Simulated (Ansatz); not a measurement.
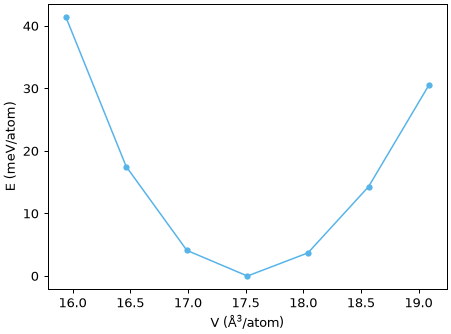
Figure. MgS (rock salt, space group No. 225) under volume change, HSE06 (plane waves, PAW; program Ansatz), scaled uniformly.

Question: What does a third-order Birch–Murnaghan fit give for V₀, B₀ and B′?

Answer: V₀ = 17.52 Å³/atom, B₀ = 80.0 GPa, B′ = 4.0.

Space group Fm-3m (rock salt). The cell was relaxed with HSE06 under the symmetry of its start.

Potentials: the later of the program's two PAW sets.
